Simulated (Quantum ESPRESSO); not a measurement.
## FeClO: which magnetic order is lowest

Does FeClO prefer parallel or opposed moments?

Method: LDA with U = 4.5 eV on Fe d (ortho-atomic projectors); plane waves with GBRV 1.5 LDA potentials, no spin-orbit coupling, in Quantum ESPRESSO 7.5.

### Step 1. Set-up

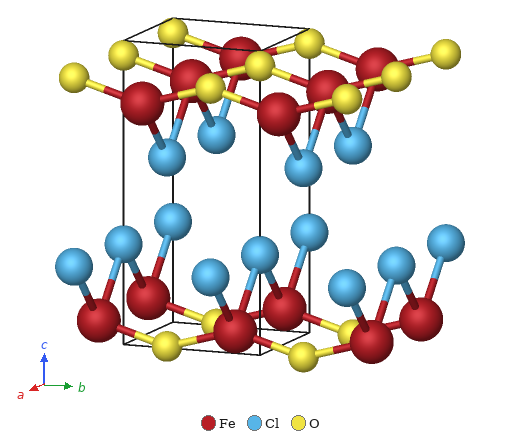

Start, viewed slightly off an axis; iron red, chlorine blue, oxygen yellow. 2×2×1 cells are drawn. Some periodic images of atoms are drawn too.

The cell comes from the Crystallography Open Database.

### Step 2. Start 1: ferro ++

The signs are those of the starting moments on the seeded atoms, the atoms that are given a moment.

The input, pw.in:

```
&CONTROL
  calculation = 'scf'
  prefix = 'pwscf'
  outdir = './tmp'
  pseudo_dir = './pseudo'
  disk_io = 'nowf'
/
&SYSTEM
  ibrav = 0
  celldm(1) = 8
  nat = 6
  ntyp = 3
  ecutwfc = 40
  ecutrho = 280
  nbnd = 43
  occupations = 'smearing'
  smearing = 'fd'
  degauss = 0.00367493
  nspin = 2
  starting_magnetization(1) = 0.25
  starting_magnetization(2) = 0
  starting_magnetization(3) = 0
/
&ELECTRONS
  conv_thr = 1.2d-08
  electron_maxstep = 150
  mixing_beta = 0.3
/
ATOMIC_SPECIES
Fe     55.8450 fe_lda_v1.5.uspp.F.UPF
Cl     35.4500 cl_lda_v1.4.uspp.F.UPF
O      15.9990 o_lda_v1.2.uspp.F.UPF
CELL_PARAMETERS alat
   0.7799844579393    0.0000000000000    0.0000000000000
   0.0000000000000    0.8928955938857    0.0000000000000
   0.0000000000000    0.0000000000000    1.8701202160828
ATOMIC_POSITIONS crystal
Fe      0.5000000000    0.0000000000    0.1156800000
Fe      0.0000000000    0.5000000000    0.8843200000
Cl      0.0000000000    0.0000000000    0.3300300000
Cl      0.5000000000    0.5000000000    0.6699700000
O       0.0000000000    0.0000000000    0.9516800000
O       0.5000000000    0.5000000000    0.0483200000
K_POINTS automatic
6 6 6 0 0 0
HUBBARD {ortho-atomic}
U Fe-3d 4.5000
```

Command:

```sh
OMP_NUM_THREADS=1 mpirun -n 4 pw.x -nk 4 -in pw.in > pw.out
```

Log:

```text
Program PWSCF v.7.5 starts

     Message from routine setup:
     using ibrav=0 with symmetry is DISCOURAGED, use correct ibrav instead

     K-points division:     npool     =       4
     Subspace diagonalization in iterative solution of the eigenvalue problem:

     G-vector sticks info
     --------------------
     sticks:   dense  smooth     PW     G-vecs:    dense   smooth      PW
     Sum         995     569    171                52785    22817    3875

     Using Slab Decomposition

     bravais-lattice index     =            0
     lattice parameter (alat)  =       8.0000  a.u.
     unit-cell volume          =     666.8469 (a.u.)^3
     number of atoms/cell      =            6
     number of atomic types    =            3
     number of electrons       =        58.00
     number of Kohn-Sham states=           43
     kinetic-energy cutoff     =      40.0000  Ry
     charge density cutoff     =     280.0000  Ry
     scf convergence threshold =      1.2E-08
     mixing beta               =       0.3000
     number of iterations used =            8  plain     mixing
     Exchange-correlation= SLA  PZ   NOGX NOGC
                           (   1   1   0   0   0   0   0)
     Hubbard projectors: ortho-atomic
     Hubbard parameters of DFT+U (Dudarev formulation) in eV:
     U(Fe-3d) =  4.5000

     Internal variables: lda_plus_u =T, lda_plus_u_kind = 0

     Internal variables: orbital_resolved =F, hub_pot_fix =F, apply_U = F

     celldm(1)=   8.000000  celldm(2)=   0.000000  celldm(3)=   0.000000
     celldm(4)=   0.000000  celldm(5)=   0.000000  celldm(6)=   0.000000

     crystal axes: (cart. coord. in units of alat)
               a(1) = (   0.779984   0.000000   0.000000 )
               a(2) = (   0.000000   0.892896   0.000000 )
               a(3) = (   0.000000   0.000000   1.870120 )

     reciprocal axes: (cart. coord. in units 2 pi/alat)
               b(1) = (  1.282077  0.000000  0.000000 )
               b(2) = (  0.000000  1.119952  0.000000 )
               b(3) = (  0.000000  0.000000  0.534725 )

     PseudoPot. # 1 for Fe read from file:
     fe_lda_v1.5.uspp.F.UPF
     Pseudo is Ultrasoft + core correction, Zval = 16.0
     Generated by new atomic code, or converted to UPF format
     Using radial grid of  861 points,  6 beta functions with:
                l(1) =   0
                l(2) =   0
                l(3) =   1
                l(4) =   1
                l(5) =   2
                l(6) =   2
     Q(r) pseudized with  8 coefficients,  rinner =    1.000   1.000   1.000
                                                       1.000   1.000

     PseudoPot. # 2 for Cl read from file:
     cl_lda_v1.4.uspp.F.UPF
     Pseudo is Ultrasoft + core correction, Zval =  7.0
     Generated by new atomic code, or converted to UPF format
     Using radial grid of  909 points,  6 beta functions with:
                l(1) =   0
                l(2) =   0
                l(3) =   1
                l(4) =   1
                l(5) =   2
                l(6) =   2
     Q(r) pseudized with  8 coefficients,  rinner =    1.300   1.300   1.300
                                                       1.300   1.300

     PseudoPot. # 3 for O  read from file:
     o_lda_v1.2.uspp.F.UPF
     Pseudo is Ultrasoft + core correction, Zval =  6.0
     Generated by new atomic code, or converted to UPF format
     Using radial grid of  737 points,  5 beta functions with:
                l(1) =   0
                l(2) =   0
                l(3) =   1
                l(4) =   1
                l(5) =   2
     Q(r) pseudized with  8 coefficients,  rinner =    0.900   0.900   0.900
                                                       0.900   0.900

     atomic species   valence    mass     pseudopotential
     Fe               16.00    55.84500     Fe( 1.00)
     Cl                7.00    35.45000     Cl( 1.00)
     O                 6.00    15.99900     O ( 1.00)

     Starting magnetic structure
     atomic species   magnetization
     Fe              0.250
     Cl              0.000
     O               0.000

      8 Sym. Ops., with inversion, found ( 4 have fractional translation)

   Cartesian axes

     site n.     atom                  positions (alat units)
         1        Fe     tau(   1) = (   0.3899922   0.0000000   0.2163355  )
         2        Fe     tau(   2) = (   0.0000000   0.4464478   1.6537847  )
         3        Cl     tau(   3) = (   0.0000000   0.0000000   0.6171958  )
         4        Cl     tau(   4) = (   0.3899922   0.4464478   1.2529244  )
         5        O      tau(   5) = (   0.0000000   0.0000000   1.7797560  )
         6        O      tau(   6) = (   0.3899922   0.4464478   0.0903642  )

     number of k points=    64  Fermi-Dirac smearing, width (Ry)=  0.0037
                       cart. coord. in units 2pi/alat
        k(    1) = (   0.0000000   0.0000000   0.0000000), wk =   0.0046296
        k(    2) = (   0.0000000   0.0000000   0.0891208), wk =   0.0092593
        k(    3) = (   0.0000000   0.0000000   0.1782417), wk =   0.0092593
        k(    4) = (   0.0000000   0.0000000  -0.2673625), wk =   0.0046296
        k(    5) = (   0.0000000   0.1866586   0.0000000), wk =   0.0092593
        [... 59 further k-points ...]

     Dense  grid:    52785 G-vectors     FFT dimensions: (  36,  40,  80)

     Smooth grid:    22817 G-vectors     FFT dimensions: (  30,  30,  64)

     Check: negative core charge=   -0.000025
     Generating pointlists ...
     new r_m :   0.1914 (alat units)  1.5308 (a.u.) for type    1
     new r_m :   0.2307 (alat units)  1.8456 (a.u.) for type    2
     new r_m :   0.1914 (alat units)  1.5308 (a.u.) for type    3

     Initial potential from superposition of free atoms

     starting charge      56.0000, renormalised to      58.0000

     negative rho (up, down):  1.489E-02 1.500E-02

     STARTING HUBBARD OCCUPATIONS:

     =================== HUBBARD OCCUPATIONS ===================
     ------------------------ ATOM    1 ------------------------
     Tr[ns(  1)] (up, down, total) =   5.00000  0.00000  5.00000
     Atomic magnetic moment for atom   1 =   5.00000
     [... lines left out ...]
     ------------------------ ATOM    2 ------------------------
     Tr[ns(  2)] (up, down, total) =   5.00000  0.00000  5.00000
     Atomic magnetic moment for atom   2 =   5.00000
     [... lines left out ...]
     Number of occupied Hubbard levels =   10.0000

     Atomic wfc used for Hubbard projectors are orthogonalized

     Starting wfcs are   42 randomized atomic wfcs +    1 random wfcs

     Self-consistent Calculation

     iteration #  1     ecut=    40.00 Ry     beta= 0.30
     Davidson diagonalization with overlap
     ethr =  1.00E-02,  avg # of iterations =  5.7

     =================== HUBBARD OCCUPATIONS ===================
     ------------------------ ATOM    1 ------------------------
     Tr[ns(  1)] (up, down, total) =   4.94348  0.33634  5.27983
     Atomic magnetic moment for atom   1 =   4.60714
     [... lines left out ...]
     ------------------------ ATOM    2 ------------------------
     Tr[ns(  2)] (up, down, total) =   4.94348  0.33634  5.27983
     Atomic magnetic moment for atom   2 =   4.60714
     [... lines left out ...]
     Number of occupied Hubbard levels =   10.5597

     negative rho (up, down):  1.463E-02 1.454E-02

     total energy              =    -631.27113978 Ry
     estimated scf accuracy    <       1.59648969 Ry

     total magnetization       =    10.00 Bohr mag/cell
     absolute magnetization    =    10.00 Bohr mag/cell

     iteration #  2     ecut=    40.00 Ry     beta= 0.30
     Davidson diagonalization with overlap
     ethr =  2.75E-03,  avg # of iterations =  1.9

     negative rho (up, down):  1.449E-02 1.423E-02

     total energy              =    -631.57695627 Ry
     estimated scf accuracy    <       0.14490106 Ry

     total magnetization       =    10.00 Bohr mag/cell
     absolute magnetization    =    10.00 Bohr mag/cell

     iteration #  3     ecut=    40.00 Ry     beta= 0.30
     Davidson diagonalization with overlap
     ethr =  2.50E-04,  avg # of iterations =  6.0

     negative rho (up, down):  1.436E-02 1.393E-02

     total energy              =    -631.59811016 Ry
     estimated scf accuracy    <       0.04183492 Ry

     total magnetization       =    10.00 Bohr mag/cell
     absolute magnetization    =    10.00 Bohr mag/cell

     [... further iterations left out ...]

     iteration #  9     ecut=    40.00 Ry     beta= 0.30
     Davidson diagonalization with overlap
     ethr =  5.49E-08,  avg # of iterations =  2.2

     negative rho (up, down):  1.426E-02 1.348E-02

     total energy              =    -631.60875315 Ry
     estimated scf accuracy    <       0.00003421 Ry

     total magnetization       =    10.00 Bohr mag/cell
     absolute magnetization    =    10.00 Bohr mag/cell

     iteration # 10     ecut=    40.00 Ry     beta= 0.30
     Davidson diagonalization with overlap
     ethr =  5.49E-08,  avg # of iterations =  1.5

     negative rho (up, down):  1.425E-02 1.348E-02

     total energy              =    -631.60875928 Ry
     estimated scf accuracy    <       0.00000074 Ry

     total magnetization       =    10.00 Bohr mag/cell
     absolute magnetization    =    10.00 Bohr mag/cell

     iteration # 11     ecut=    40.00 Ry     beta= 0.30
     Davidson diagonalization with overlap
     ethr =  1.28E-09,  avg # of iterations =  4.1

     negative rho (up, down):  1.425E-02 1.347E-02

     total energy              =    -631.60875957 Ry
     estimated scf accuracy    <       0.00000004 Ry

     total magnetization       =    10.00 Bohr mag/cell
     absolute magnetization    =    10.00 Bohr mag/cell

     iteration # 12     ecut=    40.00 Ry     beta= 0.30
     Davidson diagonalization with overlap
     ethr =  6.77E-11,  avg # of iterations =  2.0

     negative rho (up, down):  1.425E-02 1.347E-02

     Magnetic moment per site  (integrated on atomic sphere of radius R)
     atom   1 (R=0.191)  charge= 12.9028  magn=  3.8867
     atom   2 (R=0.191)  charge= 12.9028  magn=  3.8867
     atom   3 (R=0.231)  charge=  5.1294  magn=  0.2027
     atom   4 (R=0.231)  charge=  5.1294  magn=  0.2027
     atom   5 (R=0.191)  charge=  5.4128  magn=  0.4091
     atom   6 (R=0.191)  charge=  5.4128  magn=  0.4091

     End of self-consistent calculation

     =================== HUBBARD OCCUPATIONS ===================
     ------------------------ ATOM    1 ------------------------
     Tr[ns(  1)] (up, down, total) =   4.98064  0.75834  5.73898
     Atomic magnetic moment for atom   1 =   4.22230
     [... lines left out ...]
     ------------------------ ATOM    2 ------------------------
     Tr[ns(  2)] (up, down, total) =   4.98064  0.75834  5.73898
     Atomic magnetic moment for atom   2 =   4.22230
     [... lines left out ...]
     Number of occupied Hubbard levels =   11.4780

     Number of k-points >= 100: set verbosity='high' to print the bands.

     the Fermi energy is     6.0407 ev

!    total energy              =    -631.60875959 Ry
     estimated scf accuracy    <          5.0E-09 Ry
     smearing contrib. (-TS)   =      -0.00000002 Ry
     internal energy E=F+TS    =    -631.60875956 Ry

     The total energy is F=E-TS. E is the sum of the following terms:
     one-electron contribution =    -660.26489803 Ry
     hartree contribution      =     347.65397885 Ry
     xc contribution           =     -90.72299566 Ry
     ewald contribution        =    -228.48034391 Ry
     Hubbard energy            =       0.20549919 Ry

     total magnetization       =    10.00 Bohr mag/cell
     absolute magnetization    =    10.00 Bohr mag/cell

     convergence has been achieved in  12 iterations

=------------------------------------------------------------------------------=
   JOB DONE.
=------------------------------------------------------------------------------=
```

Elapsed: 43 s, on 4 MPI ranks of AMD EPYC 9R14 (Zen 4), shared host; peak memory 0.88 GiB.

Spin moment in the atom's sphere by atom:

```tsv
atom	spin moment in the atom's sphere (μB)
Fe1	3.89
Fe2	3.89
Cl3	0.20
Cl4	0.20
O5	0.41
O6	0.41
```

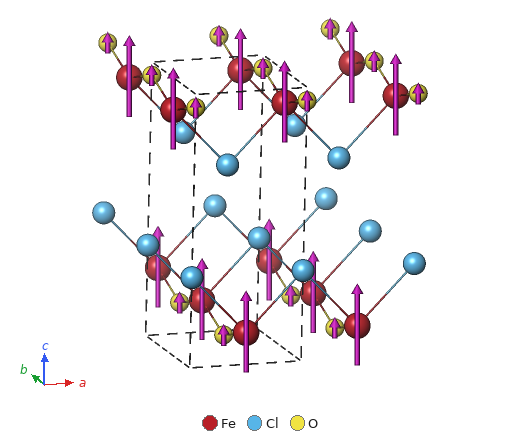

Spin moment in the atom's sphere as arrows, the longest 3.89 μB. Up and down stand for the sign. Arrows give size and sign along the axis of quantisation, drawn up and down the page. Each arrow also spans its atom, so small moments look longer than they are. 2×2×1 cells are drawn. Some periodic images of atoms are drawn too.

This step gave:

```
smearing term TS       : 3.23e-7 eV
magnetization          : 10 μB
absolute magnetization : 10.00 μB
final state            : ferromagnetic
```

(Part 1 of 3 ends here.)

[Logs and program files are shortened in this print: banners, set-up blocks, solver, clock and traceback lines can be left out without a mark of their own.]

[Logs are printed without paths, hosts, clocks, repeated set-up lines and the standing remarks that a program may print on its own settings, such as how far it seeks lower states.]

[Hosts, paths, dates, database ids (printed as entryN), source tags and the programs' standing remarks are cut or masked in the printed files.]

[Where a cell is said to come from a database of computed structures, the database is the Materials Project.]
